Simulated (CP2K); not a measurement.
Methyl formate has these distinct O atoms: O2 (bonded to 2 C) and O4 (bonded to C).

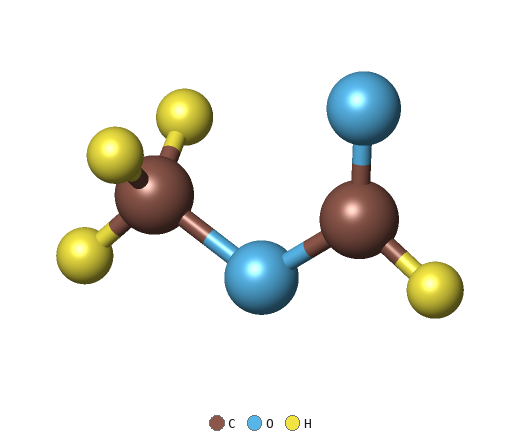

The molecule (carbon brown, oxygen blue, hydrogen yellow).

```xyz
8

C    -1.0295   -0.1752    0.0634
O     0.3074   -0.7297    0.2176
C     1.3142    0.1410   -0.0560
O     1.1902    1.3011   -0.4000
H    -1.1864    0.1496   -0.9723
H    -1.7111   -0.9880    0.3263
H    -1.1635    0.6821    0.7349
H     2.2786   -0.3810    0.0861
```

Their partial O K spectra (CP2K XAS_TDP, all-electron GAPW, PBEh(45%), aug-cc-pVDZ, TDA, GW2X-corrected core level, no relativity) are given in random order, each times the number of alike atoms.

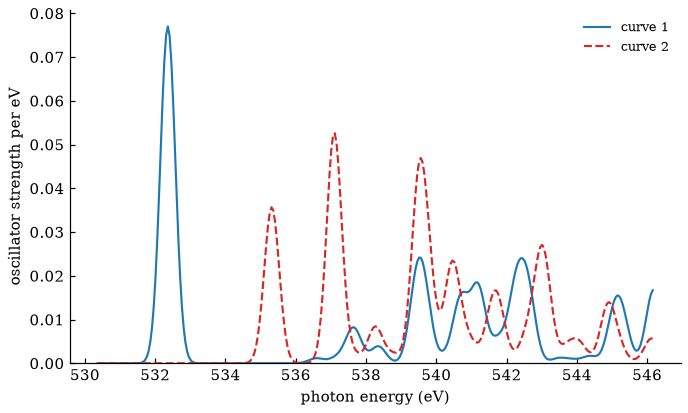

Gaussian full width 0.5 eV, oscillator strength per eV, alike atoms added, rows of zeros left out.

Which curve belongs to which atom?

Curve 1: O4 (bonded to C), leading line at 532.36 eV (f = 0.041 an atom), ionisation energy 538.17 eV, term value 5.81 eV. Curve 2: O2 (bonded to 2 C), leading line at 535.32 eV (f = 0.019 an atom), ionisation energy 539.40 eV, term value 4.08 eV. The leading line of an atom is its first one with 35 % of the strongest within 2.5 eV of its lowest line over the strength cut. A line lies at the core ionisation energy, which rises as an atom loses charge to its neighbours or to a π system, less the term value, which is large for a low π* or σ* orbital with weight on that atom.

[Banner, clock and machine lines of the logs are left out without a mark of their own.]

[Logs are printed without paths, hosts, clocks, repeated set-up lines and the standing remarks that a program may print on its own settings, such as how far it seeks lower states.]

[Hosts, paths, dates, database ids (printed as entryN), source tags and the programs' standing remarks are cut or masked in the printed files.]
